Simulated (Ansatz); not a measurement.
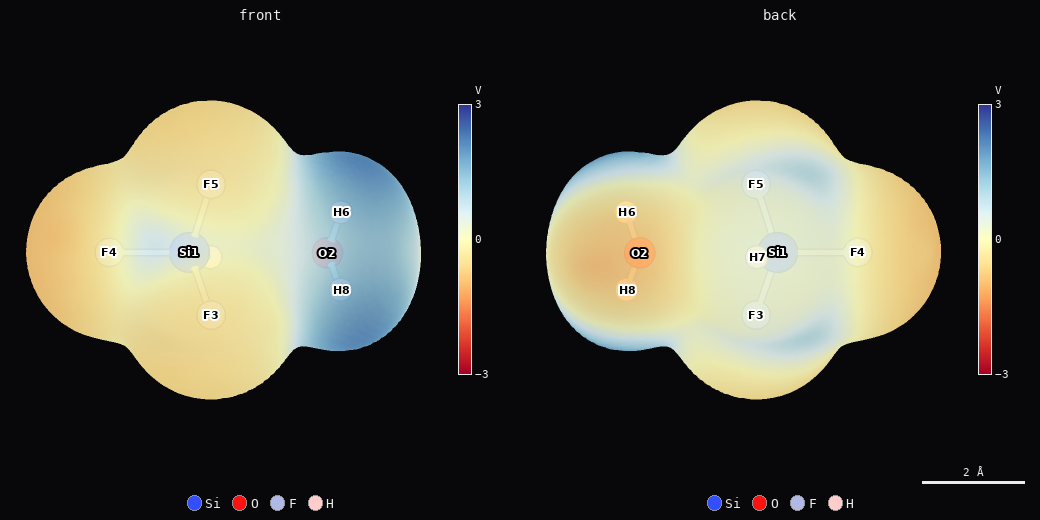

*F$_{3}$HSi···H$_{2}$O. The electrostatic potential painted on the density surface at 0.001 e/bohr³, seen from the front and from behind; red is negative and blue positive.*

The product side of a reaction path; geometry: PBE0-D4/def2-TZVP; a saddle point, not a minimum.

Computed with Ansatz 0.2.0, RKS PBE0-D4/def2-TZVPP.

Input

```
crystal:
  periodic: [false, false, false]
  atoms:
    - {symbol: Si, position_ang: [0.468016, -0.174872, 0.929090]}
    - {symbol: O, position_ang: [-1.090401, 0.324281, -1.248992]}
    - {symbol: F, position_ang: [0.644026, -1.449464, 0.011285]}
    - {symbol: F, position_ang: [1.356171, -0.463793, 2.207111]}
    - {symbol: F, position_ang: [1.139554, 1.077872, 0.238052]}
    - {symbol: H, position_ang: [-0.666998, 1.065495, -1.690503]}
    - {symbol: H, position_ang: [-0.898097, 0.052691, 1.379298]}
    - {symbol: H, position_ang: [-0.952371, -0.432210, -1.825441]}
basis:
  gaussian: {orbitals: def2-TZVPP}
hamiltonian: {xc: pbe0, dispersion: d4}
output: {orbitals: {seedname: orbitals}}
```

Launched as:

```sh
ansatz run in.yaml --threads 4 --pin off --events-out ev --progress --plain --max-ram 9574MiB
```

Which sites attract a positive test charge, and which a negative one?

A positive charge is drawn to the negative regions and a negative charge to the positive ones. The most negative region (about −0.9 V) lies over O2, the most positive (about +2.2 V) over H6 and H8.
